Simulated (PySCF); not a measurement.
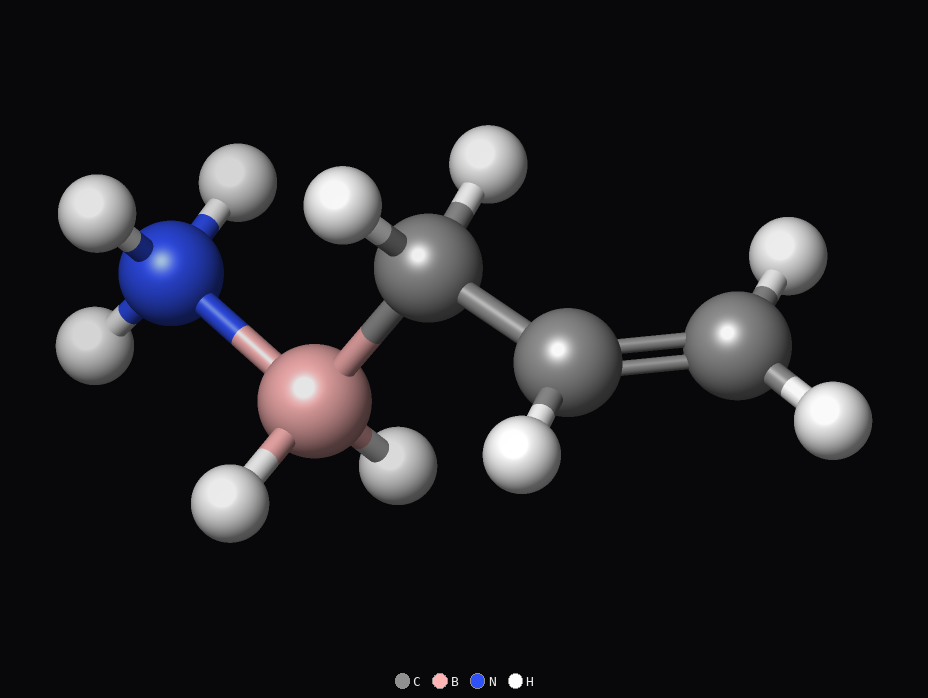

The picture shows a molecular structure as a ball-and-stick model. Double and triple bonds are drawn as two and three sticks.

The geometry was computed by an optimisation with GFN2-xTB. No frequency run is at hand to confirm it as a minimum.

**What is the molecular formula?**

C3H10BN, 15 atoms: 3 carbon, 10 hydrogen, 1 boron and 1 nitrogen.

**Name functional groups in it.**

Among them: alkene, B–H bond.

**Describe its rings.**

It has no ring.

The parts below concern this one geometry. Atoms keep their numbers from picture to picture.

## Symmetry

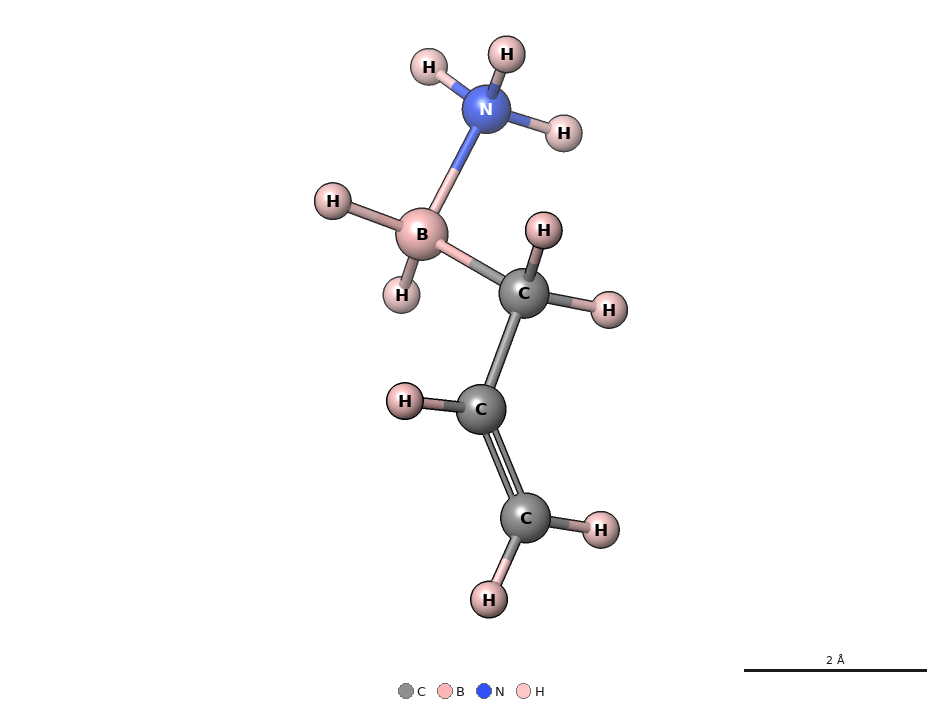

Depth is shown by fading: the farther an atom, the more it takes the colour of the background. No frequency run is at hand to confirm it as a minimum. Masses are those of the most abundant isotopes; constants are for the rigid equilibrium geometry.

**Classify the rotor and give the rotational constants (cm⁻¹).**

An asymmetric top (C1): A = 0.538, B = 0.0668, C = 0.0660 cm⁻¹. Ray's parameter κ is −1.00, close to the prolate limit.

## NMR shielding

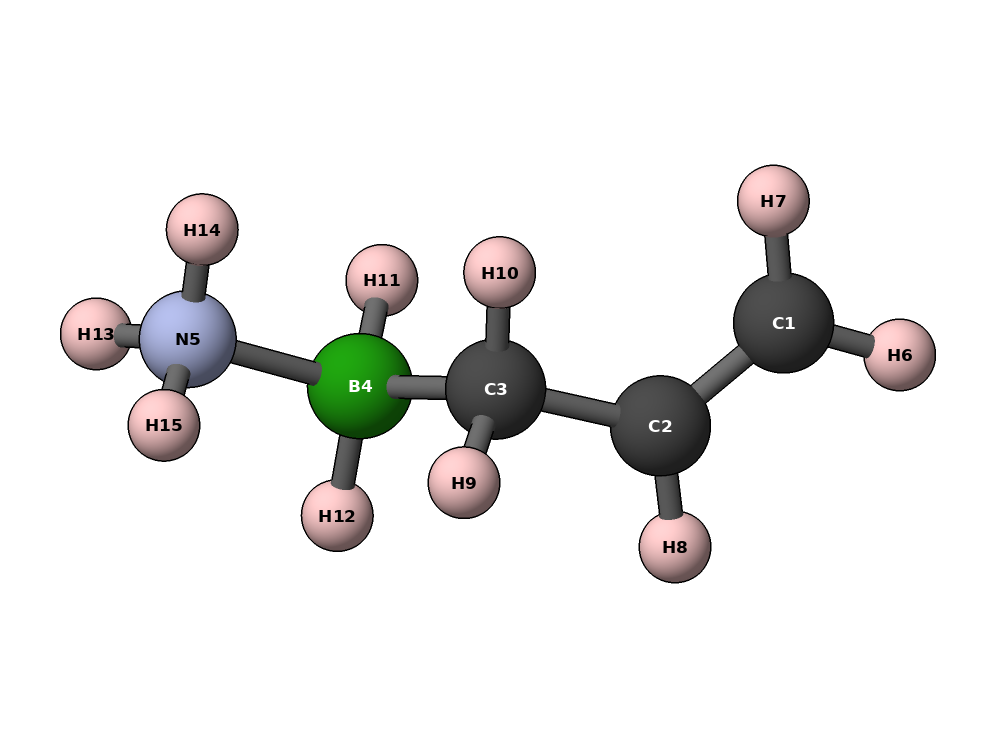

No frequency run is at hand to confirm it as a minimum. Properties computed with GIAO PBE0/pcSseg-1 NMR shielding, non-relativistic, gas phase (PySCF 2.14.0). Principal shieldings σ11 ≤ σ22 ≤ σ33, span Ω = σ33 − σ11, skew κ = 3(σiso − σ22)/Ω.

Give the shielding tensors of the N atoms.

```
atom    σ11    σ22    σ33   σiso     Ω     κ
  N5  212.8  219.5  227.8  220.1  14.9  0.10
```

Shieldings and span in ppm.

## Charges

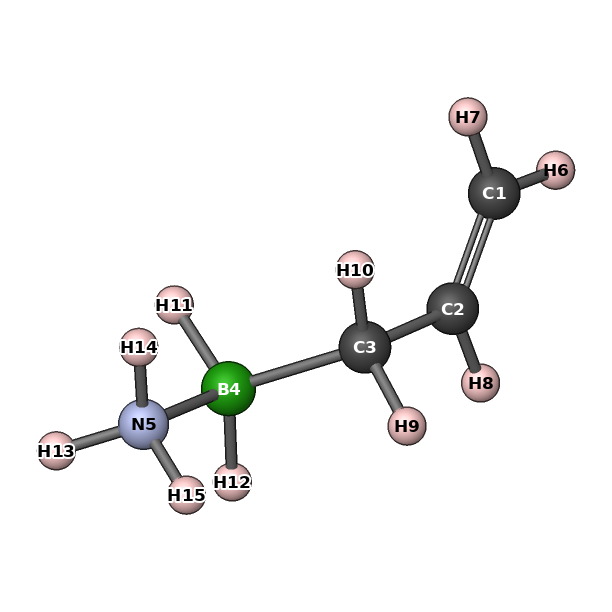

The questions are on Mulliken charges. No frequency run is at hand to confirm it as a minimum. Method: PBE0/pcSseg-1, gas phase (PySCF 2.14.0).

Give the Mulliken charges atom by atom.

| atom | value (e) |
| --- | --- |
| C1 | −0.18 |
| C2 | −0.22 |
| C3 | −0.38 |
| B4 | 0.04 |
| N5 | −0.34 |
| H6 | 0.10 |
| H7 | 0.09 |
| H8 | 0.10 |
| H9 | 0.10 |
| H10 | 0.08 |
| H11 | −0.02 |
| H12 | −0.04 |
| H13 | 0.23 |
| H14 | 0.22 |
| H15 | 0.22 |

## Quadrupole coupling

No frequency run is at hand to confirm it as a minimum. Electric field gradients from the ground-state density, PBE0/pcSseg-1 (PySCF 2.14.0), non-relativistic apart from any core potentials.

Give the largest field-gradient component, the quadrupole coupling constant and the asymmetry for 11B at B4 (Q = 40.59 mb), 14N at N5 (Q = 20.44 mb).

```csv
atom,V_zz (a.u.),e²qQ/h (MHz),η
B4,0.282,2.69,0.17
N5,−0.539,−2.59,0.01
```

## Dipole moment

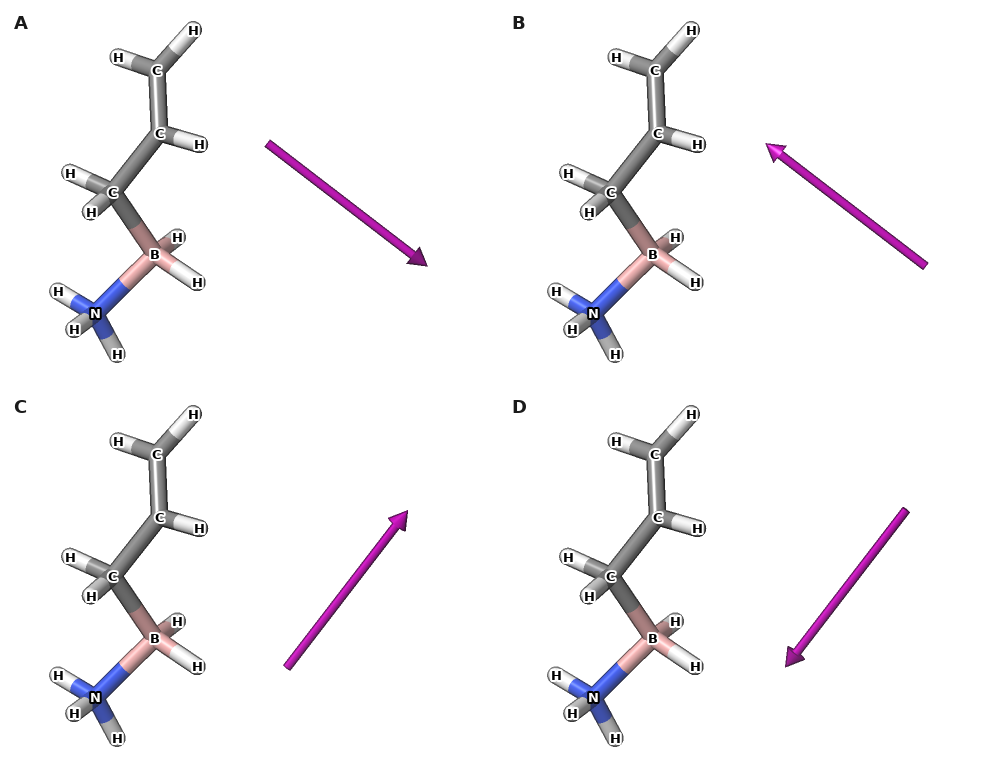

The same molecule four times, each with an arrow. No frequency run is at hand to confirm it as a minimum. Method: PBE0/pcSseg-1, gas phase (PySCF 2.14.0).

**Which arrow points along the dipole moment, from the negative to the positive end?**

D. The dipole moment is 5.92 D.

Mulliken values depend strongly on the basis set and can even reverse the polarity of a bond. The geometry is semi-empirical. Around B such bond lengths and angles can be off by a tenth of an ångström or more and by several degrees, and values that hang on the shape move with them.
